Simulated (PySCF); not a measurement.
# H3NO (hydroxylamine): CCSDT/STO-6G

What is the energy change on altering one bond length of H3NO (hydroxylamine) at CCSDT/STO-6G? Input form: a Python script.

The results are computed with PySCF 2.14.0.

8 further runs of the same task are left out: 8 set aside as unsound or not needed.

## Step 1: Starting point

H3NO: 5 atoms, total charge 0, spin state singlet. As SMILES, `NO`. Geometry: relaxed at PBE0-D4/def2-TZVP. This is one conformer, not always the lowest.

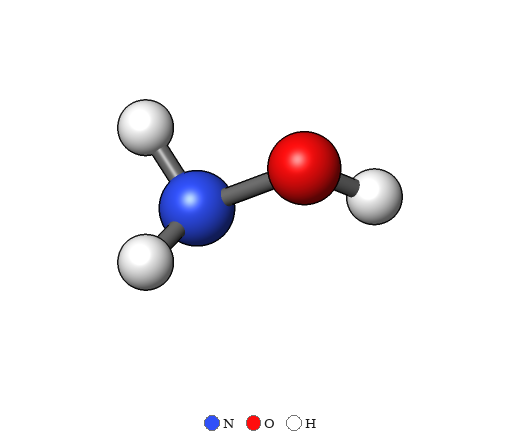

The structure, seen from a chosen angle (nitrogen blue, oxygen red, hydrogen white).

## Step 2: A single-point energy at CCSDT/STO-6G

The input, job.py:

```python
from pyscf import gto, scf, cc

mol = gto.M(
    atom='''
N       -0.165120      -0.361290      -0.321170
O        0.364460       0.666040       0.508060
H       -0.162690      -1.190020       0.266770
H       -1.141650      -0.109840      -0.446210
H        1.105010       0.995100      -0.007440
''',
    max_memory=1860,
    basis='sto-6g',
    verbose=4,
)

hf = scf.RHF(mol)
hf.conv_tol = 1e-10
hf.kernel()
if not hf.converged:
    hf = hf.newton().run(hf.mo_coeff, hf.mo_occ)

mycc = cc.CCSDT(hf, frozen=2)
mycc.kernel()
e_tot = mycc.e_tot
print('E = %.10f Eh' % e_tot)
```

The run is started by

```
$ OMP_NUM_THREADS=1 python job.py
```

What it wrote:

```text
PySCF version 2.14.0

[INPUT] num. atoms = 5
[INPUT] num. electrons = 18
[INPUT] charge = 0
[INPUT] spin (= nelec alpha-beta = 2S) = 0
[INPUT] symmetry False subgroup None
[INPUT] Mole.unit = angstrom
[INPUT] Symbol           X                Y                Z      unit          X                Y                Z       unit  Magmom
[INPUT]  1 N     -0.165120000000  -0.361290000000  -0.321170000000 AA   -0.312031577688  -0.682739151544  -0.606923339427 Bohr   0.0
[INPUT]  2 O      0.364460000000   0.666040000000   0.508060000000 AA    0.688729583359   1.258633188005   0.960094254847 Bohr   0.0
[INPUT]  3 H     -0.162690000000  -1.190020000000   0.266770000000 AA   -0.307439543205  -2.248811882755   0.504122238250 Bohr   0.0
[INPUT]  4 H     -1.141650000000  -0.109840000000  -0.446210000000 AA   -2.157405830110  -0.207567517522  -0.843214694042 Bohr   0.0
[INPUT]  5 H      1.105010000000   0.995100000000  -0.007440000000 AA    2.088166264906   1.880466466555  -0.014059562367 Bohr   0.0

nuclear repulsion = 39.5936664123675
number of shells = 9
number of NR pGTOs = 78
number of NR cGTOs = 13
basis = sto-6g
ecp = {}

[... 37 lines left out ...]
converged SCF energy = -130.502674916066
[... 16 lines left out ...]
WARN: A large `blksize` is being used, which may cause large memory consumption
[... 13 lines left out ...]
Init t2, MP2 energy = -130.584967593407  E_corr(MP2) -0.082292677341
[... 13 lines left out ...]
RCCSDT converged
[... 3 lines left out ...]
E = -130.6152163935 Eh
```

It took 0.94 s on 1 thread of Arm Neoverse V1, shared host; peak memory 0.1 GiB.

## Step 3: The distorted shape at the same level

The input, calc.py:

```python
from pyscf import gto, cc

mol = gto.M(
    atom='''
N   -1.053813  -0.756177   0.297453
O   -0.524233   0.271153   1.126683
H   -1.051383  -1.584907   0.885393
H   -2.030343  -0.504727   0.172413
H    1.105010   0.995100  -0.007440
''',
    verbose=3,
    charge=0,
    max_memory=1860,
    basis='sto-6g',
    spin=0,
)

mf = mol.RHF()
mf.conv_tol = 1e-10
mf.kernel()
if not mf.converged:
    mf = mf.newton().run(mf.mo_coeff, mf.mo_occ)

mycc = cc.CCSDT(mf, frozen=2)
mycc.kernel()
e_final = mycc.e_tot
print(f'total energy: {e_final:.8f} hartree')
```

The run is started by

```
$ OMP_NUM_THREADS=1 python calc.py
```

What it wrote:

```text
converged SCF energy = -130.211939381128
_make_eris_incore_RCCSDT

WARN: A large `blksize` is being used, which may cause large memory consumption
      for storing contraction intermediates. If memory is sufficient, consider using
      `pyscf.cc.rccsdt_highm.RCCSDT` instead.

RCCSDT converged
E(RCCSDT) = -130.4982135837473   E_corr = -0.2862742026191696
E_corr(same-spin) = -0.00886913035098216
E_corr(oppo-spin) = -0.277405072268187
total energy: -130.49821358 hartree
```

Run time: 1.3 s. Hardware: 1 thread of Arm Neoverse V1, shared host; peak memory 0.12 GiB.

## Step 4: Results

At CCSDT/STO-6G, 2 core orbitals frozen:

```
                                                         quantity          value
                                        first shape: total energy  -130.61522 Eh
                first shape: dipole moment (Hartree–Fock density)         0.40 D
                 first shape: HOMO energy (Hartree–Fock orbitals)       -9.29 eV
                 first shape: LUMO energy (Hartree–Fock orbitals)       14.68 eV
               first shape: HOMO–LUMO gap (Hartree–Fock orbitals)       23.98 eV
         first shape: correlation energy (2 core orbitals frozen)     -112.5 mEh
                                       first shape: T1 diagnostic          0.006
                                    distorted shape: total energy  -130.49821 Eh
            distorted shape: dipole moment (Hartree–Fock density)         1.58 D
             distorted shape: HOMO energy (Hartree–Fock orbitals)       -6.27 eV
             distorted shape: LUMO energy (Hartree–Fock orbitals)        2.83 eV
           distorted shape: HOMO–LUMO gap (Hartree–Fock orbitals)        9.10 eV
     distorted shape: correlation energy (2 core orbitals frozen)     -286.3 mEh
                                   distorted shape: T1 diagnostic          0.012
energy change with the O2–H5 bond stretched from 0.960 to 2.113 Å       3.184 eV
```

What this shows: With the O2–H5 bond stretched from 0.960 to 2.113 Å the energy rises by 3.18 eV (73 kcal/mol). The first shape isn't relaxed at this level, so the change isn't measured from a minimum. The minimal basis adds a large error of its own. Mulliken charges (first shape) of the mean-field density run from -0.31 on N1 to +0.22 on H5; they depend strongly on the basis. Mulliken charges (distorted shape) of the mean-field density run from -0.30 on N1 to +0.18 on H3.
